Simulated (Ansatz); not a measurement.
## AlH2O2F3: molecular dynamics (part 1 of 4)

- system: AlH2O2F3
- method: RKS r2SCAN/def2-SVP (Ansatz 0.2.0)

It belongs to a series of runs on one base structure; here: dynamics from the highest image of the converged band.

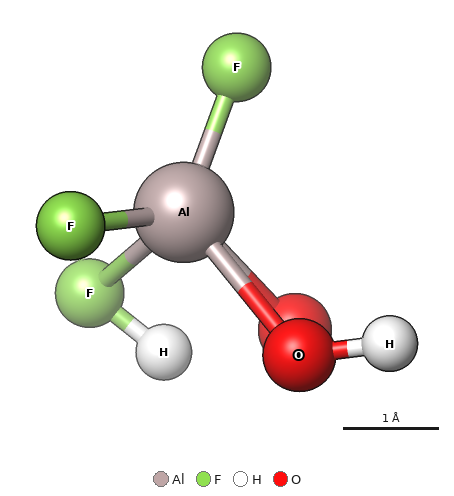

Fig. 1: The structure as given in the input (ball-and-stick view, seen at a tilt). Sticks mark near contacts. Bond lengths as drawn: Al–F 1.66 to 1.97 Å, Al–O 1.84 to 2.08 Å, F–H 1.00 Å and H–O 0.97 Å.

### Summary

```csv
quantity,value
outcome,finished
mean temperature over the second half,177 K
trajectory,"200 steps, 100 fs"
ensemble,nve
temperature in the input,300.0 K
time step,0.5 fs
potential energy (last step),−18859.4146 eV
mean-field energy (last step),−18859.4146 eV
largest force (length of the vector) (last step),1.471 eV/Å
hardware,"2 threads of Arm Neoverse V1, 24 GiB of memory available, shared host"
wall time,11 min (CPU time 22 min)
peak memory,0.15 GiB
```

So short a trajectory is not equilibrated.

### The input
```yaml
crystal:
  periodic: [false, false, false]
  atoms:
    - { symbol: Al, position_ang: [-0.684611, 0.032063, -0.251265] }
    - { symbol: F, position_ang: [-0.571247, -1.623532, 0.808501] }
    - { symbol: F, position_ang: [-1.1903, -0.171505, -1.81504] }
    - { symbol: F, position_ang: [-1.705226, 0.848916, 0.767746] }
    - { symbol: H, position_ang: [0.393202, -1.36189, 0.80365] }
    - { symbol: O, position_ang: [1.118501, -0.33635, -0.139322] }
    - { symbol: O, position_ang: [1.024789, 1.106817, 0.245031] }
    - { symbol: H, position_ang: [1.614989, 1.50538, -0.419301] }
basis:
  gaussian: { orbitals: def2-SVP }
hamiltonian:
  xc: r2scan
md:
  timestep: 0.5
  n_steps: 200
  ensemble: nve
  temperature: 300.0
  initial_velocities: maxwell_boltzmann
  seed: 2802
```

Run as:
```bash
ansatz run input.yaml --threads 2 --pin off --max-ram 3072MiB --backend cpu --events-out ev --progress --plain --runs-dir out
```

### What the program printed
```
Engine: ansatz 0.2.0, aarch64-unknown-linux-gnu
Functional definition: r2SCAN
  parameter k0 = 0.174
  parameter k1 = 0.065
  parameter a1 = 4.9479
  exchange = r2scan_x(k0 = k0, k1 = k1, a1 = a1)
  correlation = r2scan_c
1039 factors; their error is unknown
mean field evaluation 1: about -18853.3908 eV, gradient 6.2e1 eV
mean field evaluation 2: about -18843.3948 eV, gradient 1.0e2 eV
mean field evaluation 4: about -18859.4845 eV, gradient 4.5e0 eV
mean field evaluation 8: about -18859.4725 eV, gradient 1.1e-1 eV
mean field evaluation 16: about -18859.4725 eV, gradient 1.9e-5 eV
mean field -18859.47248934 eV, -693.0728305737 hartree, gradient 1.9e-5 eV, S^2 0.000000; 0 other end points of the search recorded, 0 dependent functions left out
the calculation of the forces begins
reference -18859.47250195 eV, -693.0728310371 hartree; 29, 29 occupied and 69, 69 virtual orbitals, 1039 factors
md step     0: t =     0.00 fs  T =   300.0 K  F+E_penalty+E_count = -18859.47248934 eV  E_kin = 0.232668 eV  conserved = -18859.23982134 eV  (27 SCF iters)
these checks for a lower state are left out or cut short: starts, cluster_reference, orbital_swaps, neighbouring_geometries, increment
1039 factors; their error is unknown
mean field -18859.46625241 eV, -693.0726013708 hartree, gradient 1.0e-5 eV, S^2 0.000000; 0 other end points of the search recorded, 0 dependent functions left out
the calculation of the forces begins
reference -18859.46626502 eV, -693.0726018340 hartree; 29, 29 occupied and 69, 69 virtual orbitals, 1039 factors
md step     1: t =     0.50 fs  T =   292.2 K  F+E_penalty+E_count = -18859.46625241 eV  E_kin = 0.226639 eV  conserved = -18859.23961372 eV  (31 SCF iters)
[... from here on the SCF iterations and repeated set-up lines of each step are left out, up to the last step ...]
md step     2: t =     1.00 fs  T =   271.6 K  F+E_penalty+E_count = -18859.44992621 eV  E_kin = 0.210652 eV  conserved = -18859.23927407 eV  (30 SCF iters)
md step     3: t =     1.50 fs  T =   244.5 K  F+E_penalty+E_count = -18859.42856352 eV  E_kin = 0.189635 eV  conserved = -18859.23892841 eV  (31 SCF iters)
md step     4: t =     2.00 fs  T =   217.7 K  F+E_penalty+E_count = -18859.40746897 eV  E_kin = 0.168803 eV  conserved = -18859.23866632 eV  (31 SCF iters)
md step     5: t =     2.50 fs  T =   196.2 K  F+E_penalty+E_count = -18859.39073647 eV  E_kin = 0.152202 eV  conserved = -18859.23853401 eV  (31 SCF iters)
md step     6: t =     3.00 fs  T =   183.0 K  F+E_penalty+E_count = -18859.38046141 eV  E_kin = 0.141922 eV  conserved = -18859.23853943 eV  (31 SCF iters)
md step     7: t =     3.50 fs  T =   177.8 K  F+E_penalty+E_count = -18859.37657993 eV  E_kin = 0.137922 eV  conserved = -18859.23865779 eV  (31 SCF iters)
md step     8: t =     4.00 fs  T =   178.5 K  F+E_penalty+E_count = -18859.37724993 eV  E_kin = 0.138413 eV  conserved = -18859.23883739 eV  (31 SCF iters)
md step     9: t =     4.50 fs  T =   181.4 K  F+E_penalty+E_count = -18859.37968257 eV  E_kin = 0.140675 eV  conserved = -18859.23900799 eV  (31 SCF iters)
md step    10: t =     5.00 fs  T =   183.3 K  F+E_penalty+E_count = -18859.38125691 eV  E_kin = 0.142154 eV  conserved = -18859.23910283 eV  (31 SCF iters)
md step    11: t =     5.50 fs  T =   182.4 K  F+E_penalty+E_count = -18859.38054821 eV  E_kin = 0.141453 eV  conserved = -18859.23909485 eV  (31 SCF iters)
md step    12: t =     6.00 fs  T =   178.8 K  F+E_penalty+E_count = -18859.37771724 eV  E_kin = 0.138691 eV  conserved = -18859.23902628 eV  (30 SCF iters)
md step    13: t =     6.50 fs  T =   173.9 K  F+E_penalty+E_count = -18859.37385472 eV  E_kin = 0.134862 eV  conserved = -18859.23899238 eV  (31 SCF iters)
md step    14: t =     7.00 fs  T =   168.3 K  F+E_penalty+E_count = -18859.36956674 eV  E_kin = 0.130500 eV  conserved = -18859.23906638 eV  (30 SCF iters)
md step    15: t =     7.50 fs  T =   160.8 K  F+E_penalty+E_count = -18859.36391957 eV  E_kin = 0.124701 eV  conserved = -18859.23921905 eV  (31 SCF iters)
md step    16: t =     8.00 fs  T =   149.0 K  F+E_penalty+E_count = -18859.35488475 eV  E_kin = 0.115564 eV  conserved = -18859.23932033 eV  (30 SCF iters)
md step    17: t =     8.50 fs  T =   131.5 K  F+E_penalty+E_count = -18859.34123223 eV  E_kin = 0.101992 eV  conserved = -18859.23924013 eV  (27 SCF iters)
md step    18: t =     9.00 fs  T =   110.2 K  F+E_penalty+E_count = -18859.32440696 eV  E_kin = 0.085444 eV  conserved = -18859.23896322 eV  (31 SCF iters)
md step    19: t =     9.50 fs  T =    90.4 K  F+E_penalty+E_count = -18859.30872238 eV  E_kin = 0.070105 eV  conserved = -18859.23861712 eV  (31 SCF iters)
md step    20: t =    10.00 fs  T =    78.8 K  F+E_penalty+E_count = -18859.29946914 eV  E_kin = 0.061083 eV  conserved = -18859.23838591 eV  (32 SCF iters)
md step    21: t =    10.50 fs  T =    79.7 K  F+E_penalty+E_count = -18859.30018597 eV  E_kin = 0.061804 eV  conserved = -18859.23838208 eV  (32 SCF iters)
md step    22: t =    11.00 fs  T =    93.3 K  F+E_penalty+E_count = -18859.31094661 eV  E_kin = 0.072361 eV  conserved = -18859.23858549 eV  (31 SCF iters)
md step    23: t =    11.50 fs  T =   115.6 K  F+E_penalty+E_count = -18859.32857977 eV  E_kin = 0.089691 eV  conserved = -18859.23888829 eV  (31 SCF iters)
md step    24: t =    12.00 fs  T =   140.6 K  F+E_penalty+E_count = -18859.34823870 eV  E_kin = 0.109058 eV  conserved = -18859.23918034 eV  (31 SCF iters)
md step    25: t =    12.50 fs  T =   162.1 K  F+E_penalty+E_count = -18859.36510529 eV  E_kin = 0.125710 eV  conserved = -18859.23939559 eV  (31 SCF iters)
md step    26: t =    13.00 fs  T =   175.4 K  F+E_penalty+E_count = -18859.37551694 eV  E_kin = 0.136015 eV  conserved = -18859.23950217 eV  (30 SCF iters)
md step    27: t =    13.50 fs  T =   178.1 K  F+E_penalty+E_count = -18859.37757815 eV  E_kin = 0.138099 eV  conserved = -18859.23947877 eV  (31 SCF iters)
md step    28: t =    14.00 fs  T =   170.5 K  F+E_penalty+E_count = -18859.37155524 eV  E_kin = 0.132243 eV  conserved = -18859.23931198 eV  (31 SCF iters)
md step    29: t =    14.50 fs  T =   156.1 K  F+E_penalty+E_count = -18859.36005510 eV  E_kin = 0.121031 eV  conserved = -18859.23902418 eV  (31 SCF iters)
md step    30: t =    15.00 fs  T =   140.4 K  F+E_penalty+E_count = -18859.34759662 eV  E_kin = 0.108897 eV  conserved = -18859.23869959 eV  (31 SCF iters)
md step    31: t =    15.50 fs  T =   129.9 K  F+E_penalty+E_count = -18859.33924402 eV  E_kin = 0.100779 eV  conserved = -18859.23846534 eV  (31 SCF iters)
md step    32: t =    16.00 fs  T =   129.2 K  F+E_penalty+E_count = -18859.33864195 eV  E_kin = 0.100223 eV  conserved = -18859.23841890 eV  (31 SCF iters)
md step    33: t =    16.50 fs  T =   139.2 K  F+E_penalty+E_count = -18859.34653646 eV  E_kin = 0.107977 eV  conserved = -18859.23855937 eV  (31 SCF iters)
md step    34: t =    17.00 fs  T =   157.3 K  F+E_penalty+E_count = -18859.36077346 eV  E_kin = 0.121980 eV  conserved = -18859.23879331 eV  (31 SCF iters)
md step    35: t =    17.50 fs  T =   178.8 K  F+E_penalty+E_count = -18859.37769204 eV  E_kin = 0.138682 eV  conserved = -18859.23901032 eV  (29 SCF iters)
md step    36: t =    18.00 fs  T =   199.4 K  F+E_penalty+E_count = -18859.39381828 eV  E_kin = 0.154663 eV  conserved = -18859.23915486 eV  (31 SCF iters)
md step    37: t =    18.50 fs  T =   216.0 K  F+E_penalty+E_count = -18859.40678839 eV  E_kin = 0.167549 eV  conserved = -18859.23923914 eV  (31 SCF iters)
md step    38: t =    19.00 fs  T =   226.9 K  F+E_penalty+E_count = -18859.41526468 eV  E_kin = 0.175959 eV  conserved = -18859.23930530 eV  (31 SCF iters)
md step    39: t =    19.50 fs  T =   230.8 K  F+E_penalty+E_count = -18859.41837060 eV  E_kin = 0.178995 eV  conserved = -18859.23937531 eV  (31 SCF iters)
md step    40: t =    20.00 fs  T =   226.9 K  F+E_penalty+E_count = -18859.41538502 eV  E_kin = 0.175965 eV  conserved = -18859.23942014 eV  (31 SCF iters)
md step    41: t =    20.50 fs  T =   215.1 K  F+E_penalty+E_count = -18859.40615516 eV  E_kin = 0.166788 eV  conserved = -18859.23936685 eV  (31 SCF iters)
md step    42: t =    21.00 fs  T =   197.2 K  F+E_penalty+E_count = -18859.39208875 eV  E_kin = 0.152930 eV  conserved = -18859.23915911 eV  (31 SCF iters)
md step    43: t =    21.50 fs  T =   177.9 K  F+E_penalty+E_count = -18859.37683395 eV  E_kin = 0.137992 eV  conserved = -18859.23884193 eV  (31 SCF iters)
md step    44: t =    22.00 fs  T =   163.6 K  F+E_penalty+E_count = -18859.36544863 eV  E_kin = 0.126859 eV  conserved = -18859.23858993 eV  (31 SCF iters)
md step    45: t =    22.50 fs  T =   158.9 K  F+E_penalty+E_count = -18859.36180170 eV  E_kin = 0.123215 eV  conserved = -18859.23858709 eV  (31 SCF iters)
md step    46: t =    23.00 fs  T =   163.9 K  F+E_penalty+E_count = -18859.36597147 eV  E_kin = 0.127129 eV  conserved = -18859.23884232 eV  (31 SCF iters)
md step    47: t =    23.50 fs  T =   174.0 K  F+E_penalty+E_count = -18859.37415381 eV  E_kin = 0.134986 eV  conserved = -18859.23916784 eV  (31 SCF iters)
md step    48: t =    24.00 fs  T =   183.0 K  F+E_penalty+E_count = -18859.38133384 eV  E_kin = 0.141966 eV  conserved = -18859.23936787 eV  (31 SCF iters)
md step    49: t =    24.50 fs  T =   186.6 K  F+E_penalty+E_count = -18859.38413535 eV  E_kin = 0.144732 eV  conserved = -18859.23940318 eV  (31 SCF iters)
md step    50: t =    25.00 fs  T =   183.3 K  F+E_penalty+E_count = -18859.38152998 eV  E_kin = 0.142172 eV  conserved = -18859.23935793 eV  (31 SCF iters)
md step    51: t =    25.50 fs  T =   173.4 K  F+E_penalty+E_count = -18859.37378071 eV  E_kin = 0.134479 eV  conserved = -18859.23930123 eV  (31 SCF iters)
md step    52: t =    26.00 fs  T =   157.7 K  F+E_penalty+E_count = -18859.36150432 eV  E_kin = 0.122281 eV  conserved = -18859.23922369 eV  (31 SCF iters)
md step    53: t =    26.50 fs  T =   137.6 K  F+E_penalty+E_count = -18859.34578626 eV  E_kin = 0.106703 eV  conserved = -18859.23908343 eV  (31 SCF iters)
md step    54: t =    27.00 fs  T =   115.9 K  F+E_penalty+E_count = -18859.32875372 eV  E_kin = 0.089881 eV  conserved = -18859.23887322 eV  (28 SCF iters)
md step    55: t =    27.50 fs  T =    96.7 K  F+E_penalty+E_count = -18859.31365595 eV  E_kin = 0.075019 eV  conserved = -18859.23863742 eV  (31 SCF iters)
md step    56: t =    28.00 fs  T =    84.7 K  F+E_penalty+E_count = -18859.30415775 eV  E_kin = 0.065707 eV  conserved = -18859.23845056 eV  (32 SCF iters)
md step    57: t =    28.50 fs  T =    83.5 K  F+E_penalty+E_count = -18859.30317169 eV  E_kin = 0.064788 eV  conserved = -18859.23838392 eV  (31 SCF iters)
md step    58: t =    29.00 fs  T =    94.4 K  F+E_penalty+E_count = -18859.31172632 eV  E_kin = 0.073241 eV  conserved = -18859.23848514 eV  (31 SCF iters)
md step    59: t =    29.50 fs  T =   115.4 K  F+E_penalty+E_count = -18859.32822537 eV  E_kin = 0.089461 eV  conserved = -18859.23876417 eV  (31 SCF iters)
md step    60: t =    30.00 fs  T =   140.7 K  F+E_penalty+E_count = -18859.34833547 eV  E_kin = 0.109156 eV  conserved = -18859.23917949 eV  (31 SCF iters)
md step    61: t =    30.50 fs  T =   162.6 K  F+E_penalty+E_count = -18859.36571999 eV  E_kin = 0.126097 eV  conserved = -18859.23962286 eV  (31 SCF iters)
md step    62: t =    31.00 fs  T =   172.6 K  F+E_penalty+E_count = -18859.37381727 eV  E_kin = 0.133899 eV  conserved = -18859.23991855 eV  (31 SCF iters)
md step    63: t =    31.50 fs  T =   166.0 K  F+E_penalty+E_count = -18859.36858380 eV  E_kin = 0.128711 eV  conserved = -18859.23987288 eV  (31 SCF iters)
md step    64: t =    32.00 fs  T =   144.3 K  F+E_penalty+E_count = -18859.35134415 eV  E_kin = 0.111945 eV  conserved = -18859.23939900 eV  (31 SCF iters)
md step    65: t =    32.50 fs  T =   117.6 K  F+E_penalty+E_count = -18859.32985327 eV  E_kin = 0.091193 eV  conserved = -18859.23866042 eV  (31 SCF iters)
md step    66: t =    33.00 fs  T =   100.0 K  F+E_penalty+E_count = -18859.31559653 eV  E_kin = 0.077531 eV  conserved = -18859.23806510 eV  (31 SCF iters)
md step    67: t =    33.50 fs  T =   102.7 K  F+E_penalty+E_count = -18859.31764709 eV  E_kin = 0.079647 eV  conserved = -18859.23799963 eV  (31 SCF iters)
md step    68: t =    34.00 fs  T =   127.0 K  F+E_penalty+E_count = -18859.33699446 eV  E_kin = 0.098489 eV  conserved = -18859.23850582 eV  (30 SCF iters)
md step    69: t =    34.50 fs  T =   163.3 K  F+E_penalty+E_count = -18859.36591420 eV  E_kin = 0.126663 eV  conserved = -18859.23925087 eV  (31 SCF iters)
md step    70: t =    35.00 fs  T =   197.3 K  F+E_penalty+E_count = -18859.39280888 eV  E_kin = 0.152990 eV  conserved = -18859.23981903 eV  (31 SCF iters)
md step    71: t =    35.50 fs  T =   217.2 K  F+E_penalty+E_count = -18859.40845077 eV  E_kin = 0.168460 eV  conserved = -18859.23999118 eV  (31 SCF iters)
md step    72: t =    36.00 fs  T =   218.8 K  F+E_penalty+E_count = -18859.40951058 eV  E_kin = 0.169716 eV  conserved = -18859.23979507 eV  (31 SCF iters)
md step    73: t =    36.50 fs  T =   205.0 K  F+E_penalty+E_count = -18859.39841196 eV  E_kin = 0.159020 eV  conserved = -18859.23939231 eV  (28 SCF iters)
md step    74: t =    37.00 fs  T =   183.2 K  F+E_penalty+E_count = -18859.38100742 eV  E_kin = 0.142049 eV  conserved = -18859.23895811 eV  (31 SCF iters)
md step    75: t =    37.50 fs  T =   161.5 K  F+E_penalty+E_count = -18859.36388568 eV  E_kin = 0.125269 eV  conserved = -18859.23861704 eV  (31 SCF iters)
md step    76: t =    38.00 fs  T =   146.9 K  F+E_penalty+E_count = -18859.35234135 eV  E_kin = 0.113907 eV  conserved = -18859.23843454 eV  (31 SCF iters)
md step    77: t =    38.50 fs  T =   142.9 K  F+E_penalty+E_count = -18859.34925284 eV  E_kin = 0.110826 eV  conserved = -18859.23842636 eV  (31 SCF iters)
md step    78: t =    39.00 fs  T =   149.8 K  F+E_penalty+E_count = -18859.35476701 eV  E_kin = 0.116196 eV  conserved = -18859.23857058 eV  (31 SCF iters)
md step    79: t =    39.50 fs  T =   164.8 K  F+E_penalty+E_count = -18859.36662961 eV  E_kin = 0.127816 eV  conserved = -18859.23881328 eV  (31 SCF iters)
md step    80: t =    40.00 fs  T =   183.1 K  F+E_penalty+E_count = -18859.38104852 eV  E_kin = 0.141971 eV  conserved = -18859.23907706 eV  (31 SCF iters)
md step    81: t =    40.50 fs  T =   199.4 K  F+E_penalty+E_count = -18859.39393695 eV  E_kin = 0.154658 eV  conserved = -18859.23927918 eV  (31 SCF iters)
md step    82: t =    41.00 fs  T =   210.0 K  F+E_penalty+E_count = -18859.40221153 eV  E_kin = 0.162845 eV  conserved = -18859.23936664 eV  (31 SCF iters)
md step    83: t =    41.50 fs  T =   213.1 K  F+E_penalty+E_count = -18859.40459806 eV  E_kin = 0.165248 eV  conserved = -18859.23935031 eV  (31 SCF iters)
md step    84: t =    42.00 fs  T =   209.1 K  F+E_penalty+E_count = -18859.40145980 eV  E_kin = 0.162161 eV  conserved = -18859.23929862 eV  (31 SCF iters)
md step    85: t =    42.50 fs  T =   199.2 K  F+E_penalty+E_count = -18859.39378358 eV  E_kin = 0.154512 eV  conserved = -18859.23927150 eV  (31 SCF iters)
md step    86: t =    43.00 fs  T =   184.4 K  F+E_penalty+E_count = -18859.38229443 eV  E_kin = 0.143045 eV  conserved = -18859.23924972 eV  (31 SCF iters)
md step    87: t =    43.50 fs  T =   165.7 K  F+E_penalty+E_count = -18859.36768346 eV  E_kin = 0.128529 eV  conserved = -18859.23915411 eV  (31 SCF iters)
md step    88: t =    44.00 fs  T =   145.3 K  F+E_penalty+E_count = -18859.35167081 eV  E_kin = 0.112719 eV  conserved = -18859.23895153 eV  (31 SCF iters)
md step    89: t =    44.50 fs  T =   127.2 K  F+E_penalty+E_count = -18859.33741280 eV  E_kin = 0.098686 eV  conserved = -18859.23872655 eV  (32 SCF iters)
md step    90: t =    45.00 fs  T =   115.6 K  F+E_penalty+E_count = -18859.32828117 eV  E_kin = 0.089666 eV  conserved = -18859.23861558 eV  (32 SCF iters)
md step    91: t =    45.50 fs  T =   112.5 K  F+E_penalty+E_count = -18859.32591468 eV  E_kin = 0.087237 eV  conserved = -18859.23867764 eV  (29 SCF iters)
md step    92: t =    46.00 fs  T =   116.7 K  F+E_penalty+E_count = -18859.32933413 eV  E_kin = 0.090482 eV  conserved = -18859.23885228 eV  (31 SCF iters)
md step    93: t =    46.50 fs  T =   124.7 K  F+E_penalty+E_count = -18859.33575373 eV  E_kin = 0.096720 eV  conserved = -18859.23903421 eV  (31 SCF iters)
md step    94: t =    47.00 fs  T =   132.7 K  F+E_penalty+E_count = -18859.34210015 eV  E_kin = 0.102939 eV  conserved = -18859.23916103 eV  (30 SCF iters)
md step    95: t =    47.50 fs  T =   137.7 K  F+E_penalty+E_count = -18859.34599826 eV  E_kin = 0.106766 eV  conserved = -18859.23923216 eV  (31 SCF iters)
md step    96: t =    48.00 fs  T =   137.5 K  F+E_penalty+E_count = -18859.34590752 eV  E_kin = 0.106639 eV  conserved = -18859.23926896 eV  (31 SCF iters)
md step    97: t =    48.50 fs  T =   131.1 K  F+E_penalty+E_count = -18859.34091950 eV  E_kin = 0.101647 eV  conserved = -18859.23927257 eV  (31 SCF iters)
md step    98: t =    49.00 fs  T =   118.1 K  F+E_penalty+E_count = -18859.33081299 eV  E_kin = 0.091601 eV  conserved = -18859.23921177 eV  (31 SCF iters)
md step    99: t =    49.50 fs  T =    99.9 K  F+E_penalty+E_count = -18859.31653414 eV  E_kin = 0.077486 eV  conserved = -18859.23904822 eV  (30 SCF iters)
md step   100: t =    50.00 fs  T =    79.9 K  F+E_penalty+E_count = -18859.30071669 eV  E_kin = 0.061932 eV  conserved = -18859.23878464 eV  (31 SCF iters)
md step   101: t =    50.50 fs  T =    63.2 K  F+E_penalty+E_count = -18859.28753403 eV  E_kin = 0.049034 eV  conserved = -18859.23850050 eV  (32 SCF iters)
md step   102: t =    51.00 fs  T =    55.6 K  F+E_penalty+E_count = -18859.28141304 eV  E_kin = 0.043086 eV  conserved = -18859.23832688 eV  (32 SCF iters)
md step   103: t =    51.50 fs  T =    60.2 K  F+E_penalty+E_count = -18859.28502875 eV  E_kin = 0.046668 eV  conserved = -18859.23836036 eV  (32 SCF iters)
md step   104: t =    52.00 fs  T =    76.4 K  F+E_penalty+E_count = -18859.29786134 eV  E_kin = 0.059275 eV  conserved = -18859.23858600 eV  (31 SCF iters)
```
